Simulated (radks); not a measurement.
Level of theory: Dirac Kohn-Sham, PBE, spin-unpolarised, spherical densities, point nucleus. Computed with the in-house radial solver radks. The occupation of the 4d shell is varied from Mo²⁺ ([Kr] 4d4 (4d3/2: 4)) to Mo⁺ ([Kr] 4d5 (4d3/2: 4, 4d5/2: 1)), with spherical fractional occupations. Wanted, and plotted below: the total energy less the straight line between the end points, and the eigenvalue of 4d5/2 (the dashed line is minus the energy to take the whole electron out).

The curve is convex (below the straight line), with the largest deviation among the points computed, −1.30 eV, at 0.5. The end points differ by 15.3 eV, the energy to take the electron out. The eigenvalue, which is the slope of the energy (Janak's theorem), moves from −20.6 eV at 0 to −10.3 eV at 1; for a straight line it would stay constant, and a parabola would sag by an eighth of this change, scaled to a whole electron, 1.30 eV. Convexity is the mark of the delocalisation error, which puts fractional charges too low; for p, d and f shells the spherical spreading of the fraction adds to it.

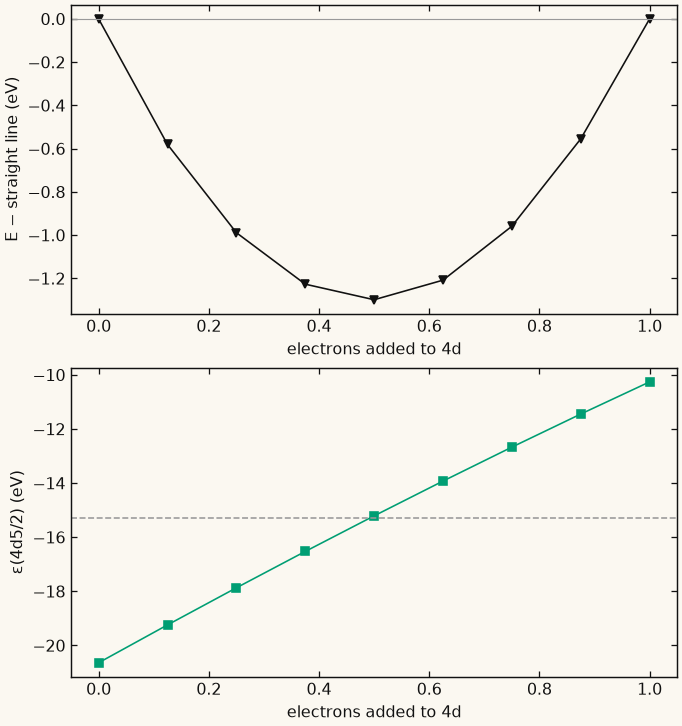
